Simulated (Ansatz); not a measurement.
## OsCl2 (1T sheet): how robust is the cRPA U?

Aim: hold the target of a cRPA run on OsCl2 (1T sheet) and move one thing at a time.

Method: constrained RPA on LDA, plane waves, PAW, in Ansatz 0.2.0.

## 1. The structure

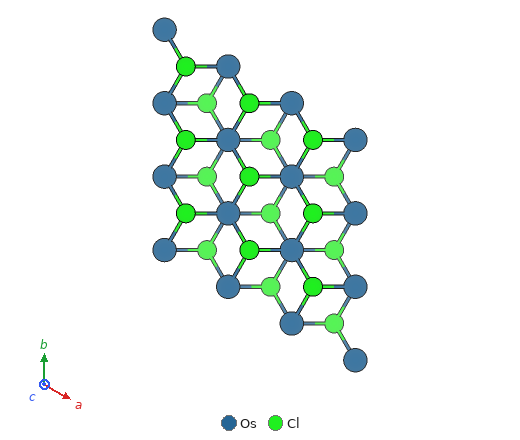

The cell as given, from above (osmium blue, chlorine green). 3×3×1 cells are drawn. Some periodic images of atoms are drawn too.

The cell holds 3 atoms: 1 Os and 2 Cl. Its edges and angles: a = 3.581 Å, b = 3.581 Å, c = 30.112 Å, α = 90.0°, β = 90.0°, γ = 120.0°. Vacuum lies along c.

The structure was relaxed with LDA. The structure was generated from a model, not taken from a measurement. The runs that relaxed it are not among those shown. The program's search for lower electronic states was switched off, so nothing shows that the state found is the lowest. Spin-orbit coupling is left out unless a step names it. The default PAW set here is soft_2. Its files were made with PBE; for other functionals the partial waves and projectors stay those of PBE. The Coulomb interaction is cut off across the vacuum.

## 2. Base: Os eg, bands c1 to c2, 6×6×1 mesh, medium accuracy

Constrained RPA screens the interaction with every transition except those inside the target bands, which a later many-body model would treat itself.

input.yaml reads:

```yaml
crystal:
  lattice:
    - [0.0, 2.53196437, 2.53196437]
    - [2.53196437, -2.53196437, 0.0]
    - [17.38503569, 17.38503569, -17.38503569]
  atoms:
    - { symbol: Os, position: [0.0, 0.0, 0.3180797022] }
    - { symbol: Cl, position: [0.3333333333, 0.6666666667, 0.3556984376] }
    - { symbol: Cl, position: [0.6666666667, 0.3333333333, 0.2804609667] }
  periodic: [true, true, false]
kpoints:
  mp_grid: { grid: [6, 6, 1] }
hamiltonian:
  xc: lda
scf:
  occupations: { method: gaussian, width: 0.08 }
  n_extra_bands: 19
  max_iter: 150
  lower_state_search: "off"
output:
  crpa:
    kmesh: [6, 6, 1]
    target_bands: [c1, c2]
    projections: [{ species: Os, l: d, shell: 5, orbitals: [dz2, dx2-y2] }]
  local_orbitals:
    kmesh: [12, 12, 1]
    orbitals: [{ species: Os, l: d, shell: 5, orbitals: [dz2, dx2-y2] }]
    window: { bands: [c1, c2] }
    seedname: lo
```

Launch:

```sh
$ ansatz run input.yaml --threads 8 --pin off --max-ram 14745MiB --backend cpu --events-out ev --progress --plain --runs-dir out
```

Numbers of over 12 decimals in the logs are rounded to 6 here.

Log:

```text
scf.n_extra_bands = 19 over 15 filled bands (N_el = 30.0): the run solves 34 bands
Engine: ansatz 0.2.0, aarch64-unknown-linux-gnu
Pseudopotentials: kind: paw
Pseudopotential: Os, paw, valence charge 16, recommended cutoff 420 eV (normal), Os.paw.azcp
Pseudopotential: Cl, paw, valence charge 7, recommended cutoff 420 eV (normal), Cl.paw.azcp
Functional definition: SPW92
  exchange = slater_x
  correlation = pw_c
Crystal: 3 atoms, lattice volume = 334.358 Å³
Basis set: ecut = 420 eV, 6455 PW (Γ)
Bands: 34, of which v1, the nominal top of the filled ones, is band 15 counted from 1 (14 counted from 0)
Symmetry: 12 space group operations
Space group: P-3m1 (ITA 164), of the structure as read, at distance tolerance 6.9e-5 Å
k-points: 7 of 36
Non-local potential: Os, projectors of the file, l = 0: 3, l = 1: 2, l = 2: 2, l = 3: 1
Non-local potential: Cl, projectors of the file, l = 0: 2, l = 1: 2, l = 2: 2
PAW form: soft (Blöchl's): semilocal exchange-correlation on the pseudo side does not see the compensation charge
PAW frozen core: Os, regenerated for the run's functional, and the local potential with it (the file was generated under x = pbe(κ = 0.804, μ = 0.219515), c = pbe(β = 0.066725))
PAW frozen core: Cl, regenerated for the run's functional, and the local potential with it (the file was generated under x = pbe(κ = 0.804, μ = 0.219515), c = pbe(β = 0.066725))
PAW one-centre angular grid: Os, 590 points (default); XC on 64 Gauss nodes
PAW one-centre angular grid: Cl, 110 points (default); XC on 64 Gauss nodes
Initial density: superposition of atomic densities (neutral atoms: chi_scale 0, normalization atom), corrected by the library's trained network
Initial wavefunctions: pseudopotential atomic-orbital guess
Functional: x = slater, c = lda
SCF iter   1: F=—  HF=-13206.174442 eV  |F-HF|=—  |Δ(HF+E_count)|=         —  Δρ=5.44e-3  dr2=5.51e-2  ethr=1.77e-3  ⟨swp⟩=11.3  Hψ=1900  notcnv=0  defer=54
preconditioner: auto → none  [insulator: Δε(μ)=1.411 eV  Ē_g=14.472 eV  σ=0.080 eV  W_gap=1.00  n_scr=16 (ndim 8)  ℏωp=9.5 eV  f_vac=0.804  D(μ)=0.00/eV (n_scr^D=0)  ε∞_Penn≈1.4]
SCF iter   2: F=—  HF=-13206.161060 eV  |F-HF|=—  |Δ(HF+E_count)|=   1.34e-2  Δρ=2.19e-3  dr2=6.78e-3  ethr=1.84e-4  ⟨swp⟩=3.1  Hψ=464  notcnv=0  defer=67
SCF iter   3: F=—  HF=-13206.161081 eV  |F-HF|=—  |Δ(HF+E_count)|=   2.14e-5  Δρ=1.03e-3  dr2=2.72e-3  ethr=2.26e-5  ⟨swp⟩=3.1  Hψ=274  notcnv=0  defer=67
SCF iter   4: F=—  HF=-13206.161158 eV  |F-HF|=—  |Δ(HF+E_count)|=   7.67e-5  Δρ=5.39e-4  dr2=1.48e-3  ethr=9.06e-6  ⟨swp⟩=2.9  Hψ=270  notcnv=0  defer=67
SCF iter   5: F=—  HF=-13206.160902 eV  |F-HF|=—  |Δ(HF+E_count)|=   2.56e-4  Δρ=1.08e-4  dr2=3.47e-5  ethr=4.95e-6  ⟨swp⟩=3.0  Hψ=227  notcnv=0  defer=67
SCF iter   6: F=—  HF=-13206.160916 eV  |F-HF|=—  |Δ(HF+E_count)|=   1.37e-5  Δρ=1.50e-5  dr2=4.81e-7  ethr=1.16e-7  ⟨swp⟩=3.1  Hψ=400  notcnv=0  defer=81
SCF iter   7: F=-13206.160917 eV  HF=-13206.160917 eV  |F-HF|=4.37e-8  |Δ(HF+E_count)|=   1.37e-6  Δρ=3.56e-6  dr2=3.22e-8  ethr=3.33e-10  ⟨swp⟩=23.3  Hψ=2238  notcnv=0
SCF 1 converged in 7 iterations: F = -13206.160917 eV  dr2 = 3.22e-8
[...]
NSCF: frozen V_eff on 22 k-points
NSCF: frozen V_eff on 7 k-points
[...]
cRPA screening: q 1/36
cRPA screening: q 2/36
cRPA screening: q 8/36 (q-point 3)
cRPA screening: q 14/36 (q-point 4)
cRPA screening: q 17/36 (q-point 8)
cRPA screening: q 23/36 (q-point 9)
cRPA screening: q 35/36 (q-point 15)
SCF converged after 7 iterations
Free energy (F): -13206.160917 eV
Harris-Foulkes:  -13206.160917 eV  (|F-HF|=4.37e-8)
Internal energy: -13206.160917 eV  (E = F + TS)
E sigma→0 (E₀):  -13206.160917 eV
Fermi energy:    -3.941042 eV
--- Per-component energies (eV) ---
  E_band       = -730.532067
  E_kinetic    = 894.432564
  E_local      = -49222.041077  (includes V_loc(G=0)·N_el)
  E_nonlocal   = 65.737617
  E_hartree    = 24136.193552
  E_xc         = -477.197830
  E_vxc        = -527.197527  (∫ρ·V_xc dr)
  E_paw        = -9999.246113  (= ΣΔE_a)
  E_vpaw       = -213.849956  (= ΣTr[D̂ρ^β])
  E_aug_tail   = 0.000125  (compensation charges beyond the density's cutoff)
  E_ewald      = 21395.216526
  E_core_change = 0.743717  (= ΣΔE_core)
  E_smearing   = -0.000000  (= −TS)
  E_closure    = -0.000000  (closes the sum)
  Σ components = -13206.160917   (vs F -13206.160917, Δ=0.00e0)
--- Band table (eV; the first three rows and the last of 7) ---
  k-point 0: bands = [... 11 lower, -8.9081, -6.4293, -6.4293, -4.9340, -2.2737, -2.2737, -1.4780 (-1.4780°), -0.5521 (-0.5525°), ... 15 higher]
  k-point 1: bands = [... 11 lower, -8.6923, -6.1949, -5.8229, -4.6906, -3.1914, -2.5767, -0.7345 (-0.7346°), -0.0469 (-0.0482°), ... 15 higher]
  k-point 2: bands = [... 11 lower, -8.9296, -6.1613, -5.3190, -4.9359, -3.0963, -2.5992, -0.2080 (-0.2080°), 0.8232 (0.8232°), ... 15 higher]
  k-point 6: bands = [... 11 lower, -9.9659, -5.9559, -5.0435, -5.0435, -2.8518, -2.8518, 1.1639, 2.3890, ... 15 higher]
  ° read free of the cell's end (the report's vacuum.weakly_bound_levels)
  °? not known for the slab's own: over its row's bound_up_to_ev there, or no deeper under its free states than its continued_xc_part_ev in size
--- cRPA (band scheme, projected local orbitals): target bands 16..17 (1-based), 2 Wannier function(s), 6×6×1 mesh, 34 bands' worth read of 39 solved, ecut_chi 136.0 eV, v(q+G=0) probe_charge, pair densities all_electron ---
  χ-basis size per q: N_G = 1182..1236
  window electrons = 0.0000, filled by tetrahedron_uncorrected; constrained ε̄⁻¹(q = 0, 0) head = 0.601037; min gauge Gram eig = 0.4790
  Kanamori averages over each shell's own Wannier functions (sites counted from 0, functions from 1):
    Site 0, 5D, 2 of 5 d orbitals (Wannier functions 1, 2; wannier90's mr 1, 4):
      screened: U = 2.4110 eV, U' = 1.9273 eV, J = 0.2419 eV
      screened, to within: U = 5.3e-3 eV, U' = 5.3e-3 eV, J = 5.3e-4 eV
      bare: V = 9.0105 eV, V' = 8.1948 eV, J = 0.4078 eV
  Hermiticity witness max|P − P†| over intra, direct and exchange elements: 1.51e-14 eV (screened), 2.75e-17 eV (bare)
  Reality witness max|Im| over intra, direct and exchange elements: 6.11e-17 eV (screened), 3.17e-17 eV (bare)
```

Run time: 32 s. Hardware: 8 threads of Arm Neoverse V2, shared host; peak memory 2.6 GiB; 3.8 min of CPU time.

Numbers from this step:

| Quantity | Value |
| --- | --- |
| U | 2.411 eV |
| U prime (inter-orbital) | 1.927 eV |
| J | 0.2419 eV |
| bare V | 9.010 eV |
| bare J | 0.4078 eV |
| stated bound on U | 0.005257 eV |
| U over bare V | 0.2676 |
| electrons in the window | 0 |
| head of the constrained inverse dielectric matrix | 0.6010 |
| least eigenvalue of the projection's overlap | 0.4790 |
| target functions | 2 |
| bands in the sums | 34 |
| r.m.s. miss of the model bands | 0.001183 eV |
| width of the target bands | 1.106 eV |
| weight of the projected orbitals in the window | 0.5984 |

On the Os eg shell, screening brings the on-site interaction from 9.0 eV down to U = 2.41 eV.

## 3. Changed: 9×9×1 mesh

Changes to input.yaml since step 2:

```diff
@@ -21,9 +21,4 @@
   crpa:
-    kmesh: [6, 6, 1]
+    kmesh: [9, 9, 1]
     target_bands: [c1, c2]
     projections: [{ species: Os, l: d, shell: 5, orbitals: [dz2, dx2-y2] }]
-  local_orbitals:
-    kmesh: [12, 12, 1]
-    orbitals: [{ species: Os, l: d, shell: 5, orbitals: [dz2, dx2-y2] }]
-    window: { bands: [c1, c2] }
-    seedname: lo
```

Log:

```text
[...]
Crystal: 3 atoms, lattice volume = 334.358 Å³
Basis set: ecut = 420 eV, 6455 PW (Γ)
Bands: 34, of which v1, the nominal top of the filled ones, is band 15 counted from 1 (14 counted from 0)
Symmetry: 12 space group operations
[...]
k-points: 7 of 36
[...]
SCF iter   1: F=—  HF=-13206.174442 eV  |F-HF|=—  |Δ(HF+E_count)|=         —  Δρ=5.44e-3  dr2=5.51e-2  ethr=1.77e-3  ⟨swp⟩=11.3  Hψ=1900  notcnv=0  defer=54
[...]
SCF iter   7: F=-13206.160917 eV  HF=-13206.160917 eV  |F-HF|=4.37e-8  |Δ(HF+E_count)|=   1.37e-6  Δρ=3.56e-6  dr2=3.22e-8  ethr=3.33e-10  ⟨swp⟩=23.3  Hψ=2238  notcnv=0
SCF 1 converged in 7 iterations: F = -13206.160917 eV  dr2 = 3.22e-8
[...]
NSCF: frozen V_eff on 12 k-points
[...]
cRPA screening: q 1/81
cRPA screening: q 2/81
cRPA screening: q 8/81 (q-point 3)
cRPA screening: q 14/81 (q-point 4)
cRPA screening: q 20/81 (q-point 5)
[...]
Internal energy: -13206.160917 eV  (E = F + TS)
E sigma→0 (E₀):  -13206.160917 eV
Fermi energy:    -3.941042 eV
[...]
--- Band table (eV; the first three rows and the last of 7) ---
  k-point 0: bands = [... 11 lower, -8.9081, -6.4293, -6.4293, -4.9340, -2.2737, -2.2737, -1.4780 (-1.4780°), -0.5521 (-0.5525°), ... 15 higher]
  k-point 1: bands = [... 11 lower, -8.6923, -6.1949, -5.8229, -4.6906, -3.1914, -2.5767, -0.7345 (-0.7346°), -0.0469 (-0.0482°), ... 15 higher]
  k-point 2: bands = [... 11 lower, -8.9296, -6.1613, -5.3190, -4.9359, -3.0963, -2.5992, -0.2080 (-0.2080°), 0.8232 (0.8232°), ... 15 higher]
  k-point 6: bands = [... 11 lower, -9.9659, -5.9559, -5.0435, -5.0435, -2.8518, -2.8518, 1.1639, 2.3890, ... 15 higher]
  ° read free of the cell's end (the report's vacuum.weakly_bound_levels)
[...]
χ-basis size per q: N_G = 1180..1238
[...]
Site 0, 5D, 2 of 5 d orbitals (Wannier functions 1, 2; wannier90's mr 1, 4):
      screened: U = 2.4001 eV, U' = 1.9181 eV, J = 0.2410 eV
      screened, to within: U = 5.2e-3 eV, U' = 5.2e-3 eV, J = 5.2e-4 eV
      bare: V = 8.9628 eV, V' = 8.1501 eV, J = 0.4063 eV
[...]
[key lines of the parts left out:]
SCF converged after 7 iterations
Free energy (F): -13206.160917 eV
```

The job ended after 81 s (8 threads; peak memory 2.8 GiB; 9.8 min of CPU time).

This step gave:

```
U                                                 : 2.400 eV
U prime (inter-orbital)                           : 1.918 eV
J                                                 : 0.2410 eV
bare V                                            : 8.963 eV
bare J                                            : 0.4063 eV
stated bound on U                                 : 0.005199 eV
U over bare V                                     : 0.2678
electrons in the window                           : 0
head of the constrained inverse dielectric matrix : 0.6159
least eigenvalue of the projection's overlap      : 0.4637
target functions                                  : 2
bands in the sums                                 : 34
width of the target bands                         : 1.106 eV
weight of the projected orbitals in the window    : 0.5984
```

On the Os eg shell, screening brings the on-site interaction from 9.0 eV down to U = 2.40 eV.

## 4. Changed: 3×3×1 mesh

Changes to input.yaml since step 3:

```diff
@@ -21,3 +21,3 @@
   crpa:
-    kmesh: [9, 9, 1]
+    kmesh: [3, 3, 1]
     target_bands: [c1, c2]
```

Log:

```text
[...]
Crystal: 3 atoms, lattice volume = 334.358 Å³
Basis set: ecut = 420 eV, 6455 PW (Γ)
Bands: 34, of which v1, the nominal top of the filled ones, is band 15 counted from 1 (14 counted from 0)
Symmetry: 12 space group operations
[...]
k-points: 7 of 36
[...]
° read free of the cell's end (the report's vacuum.weakly_bound_levels)
[...]
χ-basis size per q: N_G = 1182..1215
[...]
Site 0, 5D, 2 of 5 d orbitals (Wannier functions 1, 2; wannier90's mr 1, 4):
      screened: U = 2.4609 eV, U' = 1.9560 eV, J = 0.2525 eV
      screened, to within: U = 5.3e-3 eV, U' = 5.3e-3 eV, J = 5.7e-4 eV
      bare: V = 9.3841 eV, V' = 8.5399 eV, J = 0.4221 eV
[...]
[key lines of the parts left out:]
SCF converged after 7 iterations
Free energy (F): -13206.160917 eV
Fermi energy:    -3.941042 eV
```

Run time: 11 s. Hardware: 8 threads; peak memory 2.5 GiB.

Numbers from this step:

- U: 2.461 eV
- U prime (inter-orbital): 1.956 eV
- J: 0.2525 eV
- bare V: 9.384 eV
- bare J: 0.4221 eV
- stated bound on U: 0.005270 eV
- U over bare V: 0.2622
- electrons in the window: 0
- head of the constrained inverse dielectric matrix: 0.5724
- least eigenvalue of the projection's overlap: 0.4790
- target functions: 2
- bands in the sums: 34
- width of the target bands: 1.106 eV
- weight of the projected orbitals in the window: 0.5984

On the Os eg shell, screening brings the on-site interaction from 9.4 eV down to U = 2.46 eV.

## 5. Changed: sums over states

Changes to input.yaml since step 4:

```diff
@@ -21,4 +21,7 @@
   crpa:
-    kmesh: [3, 3, 1]
+    kmesh: [6, 6, 1]
     target_bands: [c1, c2]
     projections: [{ species: Os, l: d, shell: 5, orbitals: [dz2, dx2-y2] }]
+    accuracy: sum_over_states
+    n_empty_bands: 15
+    ecut_chi: 136
```

Log:

```text
[...]
Crystal: 3 atoms, lattice volume = 334.358 Å³
Basis set: ecut = 420 eV, 6455 PW (Γ)
Bands: 34, of which v1, the nominal top of the filled ones, is band 15 counted from 1 (14 counted from 0)
Symmetry: 12 space group operations
[...]
k-points: 7 of 36
[...]
χ-basis size per q: N_G = 1182..1236
[...]
U and J over all bands: no bound (output.crpa.accuracy: sum_over_states); those below are of the sums over the bands read on the sphere of ecut_chi, with what the atoms add
[...]
Site 0, 5D, 2 of 5 d orbitals (Wannier functions 1, 2; wannier90's mr 1, 4):
      screened: U = 2.6249 eV, U' = 2.0445 eV, J = 0.2902 eV
      bare: V = 9.0105 eV, V' = 8.1948 eV, J = 0.4078 eV
[...]
[key lines of the parts left out:]
SCF converged after 7 iterations
Free energy (F): -13206.160917 eV
Fermi energy:    -3.941042 eV
```

Run time: 5.2 s. Hardware: 8 threads; peak memory 0.71 GiB.

This variant gives U = 2.62 eV against 2.41 eV. It is a finite sum over empty states with no bound on its error and stays out of the table below.

## 6. Changed: accuracy low

Changes to input.yaml since step 5:

```diff
@@ -24,4 +24,2 @@
     projections: [{ species: Os, l: d, shell: 5, orbitals: [dz2, dx2-y2] }]
-    accuracy: sum_over_states
-    n_empty_bands: 15
-    ecut_chi: 136
+    accuracy: low
```

Log:

```text
[...]
Crystal: 3 atoms, lattice volume = 334.358 Å³
Basis set: ecut = 420 eV, 6455 PW (Γ)
Bands: 34, of which v1, the nominal top of the filled ones, is band 15 counted from 1 (14 counted from 0)
Symmetry: 12 space group operations
[...]
k-points: 7 of 36
[...]
° read free of the cell's end (the report's vacuum.weakly_bound_levels)
[...]
χ-basis size per q: N_G = 1182..1236
[...]
Site 0, 5D, 2 of 5 d orbitals (Wannier functions 1, 2; wannier90's mr 1, 4):
      screened: U = 2.4038 eV, U' = 1.9223 eV, J = 0.2407 eV
      screened, to within: U = 7.0e-2 eV, U' = 7.0e-2 eV, J = 5.7e-3 eV
      bare: V = 9.0105 eV, V' = 8.1948 eV, J = 0.4078 eV
[...]
[key lines of the parts left out:]
SCF converged after 7 iterations
Free energy (F): -13206.160917 eV
Fermi energy:    -3.941042 eV
```

Wall time 20 s (8 threads); peak memory 2.6 GiB.

Numbers from this step:

```yaml
u: 2.404 eV
u_prime_inter_orbital: 1.922 eV
j: 0.2407 eV
bare_v: 9.010 eV
bare_j: 0.4078 eV
stated_bound_on_u: 0.06930 eV
u_over_bare_v: 0.2668
electrons_in_the_window: 0
head_of_the_constrained_inverse_dielectric_matrix: 0.6009
least_eigenvalue_of_the_projection_s_overlap: 0.4790
target_functions: 2
bands_in_the_sums: 34
width_of_the_target_bands: 1.106 eV
weight_of_the_projected_orbitals_in_the_window: 0.5984
```

On the Os eg shell, screening brings the on-site interaction from 9.0 eV down to U = 2.40 eV.

(Continued in part 2 of 2.)

[Paths, hosts, dates, memory and timing lines, banners, echoed tables and standing remarks are left out of the program output.]

[Logs are printed without paths, hosts, clocks, repeated set-up lines and the standing remarks that a program may print on its own settings, such as how far it seeks lower states.]

[Runs of the session that timed out or met a known fault of the program may be left out.]

[Hosts, paths, dates, database ids (printed as entryN), source tags and the programs' standing remarks are cut or masked in the printed files.]
